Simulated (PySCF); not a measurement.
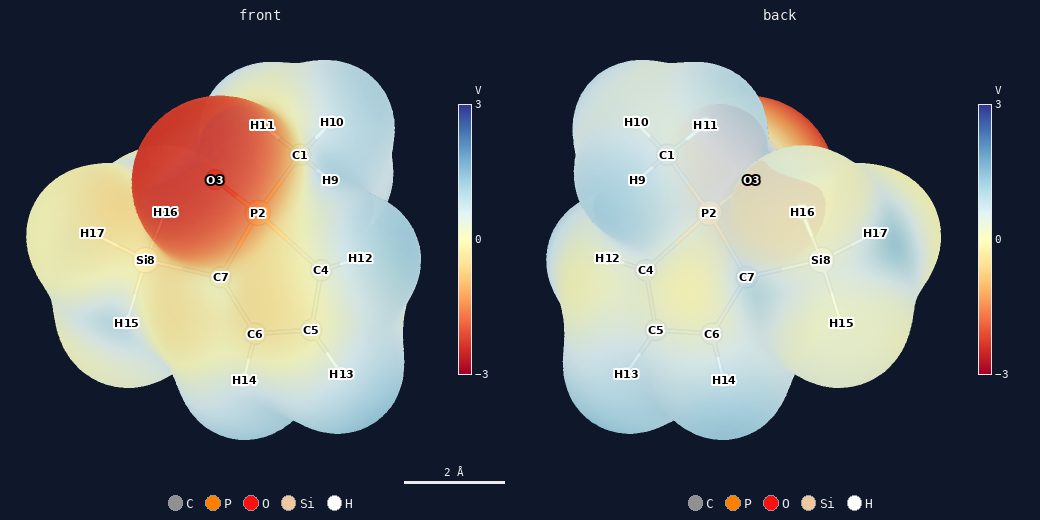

Figure. C5H9OPSi. The electrostatic potential painted on the density surface at 0.002 e/bohr³, seen from the front and from behind; the colour scale runs from red (negative) to blue (positive).

Geometry: GFN2-xTB.

Theory: PBE0/def2-SVPD, SCF density, gas phase in PySCF 2.14.0.

The calculation's input:

```
{"job": {"kind": "uv", "xc": "PBE0", "basis": "def2-SVPD", "nstates": 6, "ntriplets": 2}, "charge": 0, "multiplicity": 1}
C     -0.582032    -2.040828     0.230915
P     -0.652183    -0.316950     0.849642
O     -0.647047    -0.223709     2.314755
C     -2.005726     0.508235    -0.045549
C     -1.478566     1.382997    -0.907055
C     -0.023448     1.438685    -0.920787
C      0.609442     0.618805    -0.069876
Si     2.437067     0.382760     0.247089
H     -0.553995    -2.080548    -0.853547
H     -1.460340    -2.564374     0.605361
H      0.308695    -2.504315     0.651765
H     -3.054862     0.329096     0.112323
H     -2.054825     2.022220    -1.559585
H      0.486055     2.117541    -1.588781
H      3.154568     1.346800    -0.588652
H      2.787902    -0.986228    -0.152231
H      2.722297     0.581843     1.664303
```

Command:

```sh
OMP_NUM_THREADS=1 python probes_run.py task.json out
```

**Which sites attract a positive test charge, and which a negative one?**

A positive charge is drawn to the negative regions and a negative charge to the positive ones. The most negative region (about −2.4 V) lies over O3, the most positive (about +1.3 V) over Si8, H12, H13 and H14. O3 is the likeliest acceptor of a hydrogen bond.
